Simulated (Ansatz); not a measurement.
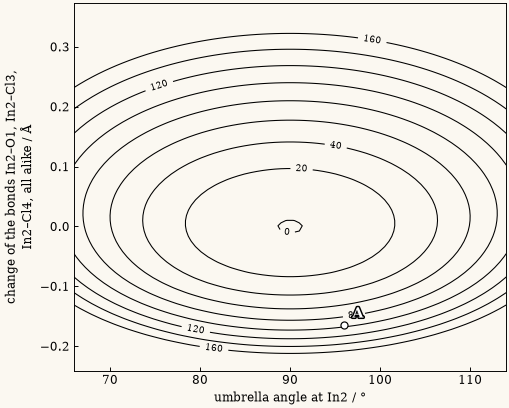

Cl2HInO, SMILES [OH][In]([Cl])[Cl]. 
- First axis: umbrella angle at In2 (between each of its bonds and their common axis; 90 is planar). Second axis: change of the bonds In2–O1, In2–Cl3, In2–Cl4, all alike.
- Nothing is relaxed (all other coordinates rigid).
- The grid has 9 × 9 points; 45 points were computed and 36 follow by symmetry.
- Points are written as (first, second).
- Energies are in kJ/mol, from the lowest grid point.
- The calculation used RKS r2SCAN-D4/def2-TZVP in Ansatz 0.2.0.

Drawn: contour lines labelled in kJ/mol (none above 160), the point A. Between grid points the surface is interpolated.

Q: Is A at rest? If not, where is it pushed?

A: A, at (96°, −0.164 Å), is not a stationary point. The computed force is 2.2 kJ/mol for each degree towards smaller values of the first coordinate and 1200 kJ/mol for each Å towards larger values of the second coordinate.
